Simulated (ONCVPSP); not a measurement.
Input of ONCVPSP 4.0.1:

```
# ATOM AND REFERENCE CONFIGURATION
# atsym  z   nc   nv     iexc    psfile
  La 57.00    9    4        3      upf
#
#   n    l    f
    1    0    2.00
    2    0    2.00
    2    1    6.00
    3    0    2.00
    3    1    6.00
    3    2   10.00
    4    0    2.00
    4    1    6.00
    4    2   10.00
    5    0    2.00
    5    1    6.00
    5    2    1.00
    6    0    2.00
#
# PSEUDOPOTENTIAL AND OPTIMIZATION
# lmax
    3
#
#   l,   rc,      ep,       ncon, nbas, qcut
    0    2.60    0.00    4    8    5.60
    1    2.95    0.00    3    6    4.00
    2    3.00    0.00    4    9    4.20
    3    2.25    0.31    4    8    5.40
#
# LOCAL POTENTIAL
# lloc, lpopt,  rc(5),   dvloc0
    4    1    2.20    3.00
#
# VANDERBILT-KLEINMAN-BYLANDER PROJECTORs
# l, nproj, debl
    0    2    1.60
    1    2    1.70
    2    2    2.60
    3    2    1.70
#
# MODEL CORE CHARGE
# icmod, fcfact, rcfact
    0    0.00    0.00
#
# LOG DERIVATIVE ANALYSIS
# epsh1, epsh2, depsh
   -3.00    5.00    0.02
#
# OUTPUT GRID
# rlmax, drl
    6.00    0.01
#
# TEST CONFIGURATIONS
# ncnf
    4
# nvcnf
#   n    l    f
    4
    5    0    2.00
    5    1    6.00
    5    2    1.00
    6    0    1.00
#
    4
    5    0    2.00
    5    1    6.00
    5    2    1.00
    6    0    0.00
#
    4
    5    0    2.00
    5    1    6.00
    5    2    0.00
    6    0    0.00
#
    4
    5    0    2.00
    5    1    5.00
    5    2    1.00
    6    0    2.00
#
```

Command:
```bash
oncvpspr.x < La.dat > La.out
```

Functional and relativity: LDA (Perdew-Zunger), fully relativistic.

In the f channel the program set the typed energies aside and used -0.164, 1.536 Ha.

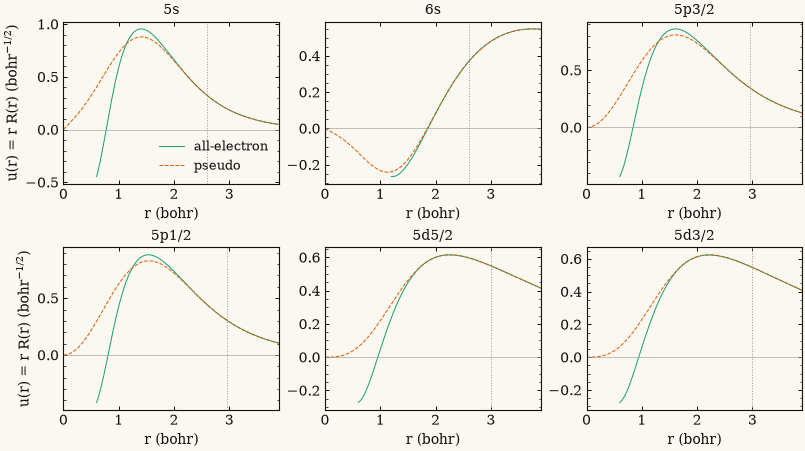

Pseudo-waves (dashed) against the all-electron radial functions (solid). Dotted lines mark the matching radii. The all-electron curves start outside the innermost oscillations, which aren't drawn.

Pseudo-waves: 5s has no node; 6s has a node at about 1.9 bohr; 5p3/2 has no node; 5p1/2 has no node; 5d5/2 has no node; 5d3/2 has no node. A node in 6s is expected, since a lower shell of the same l is also in the valence and the two must stay orthogonal.

* Cutoffs needed: 9.0 Ha and 11 Ha (the cutoffs at which the residual kinetic energy of the hardest occupied pseudo-wave falls to 1 and 0.1 mHa per electron)
* Ghost test: no bound ghost flagged; no localised positive-energy state flagged
* Largest excitation error: -33 meV (all-electron minus pseudo) for 5s2 5p5 5d1 6s2, out of 4 test configurations
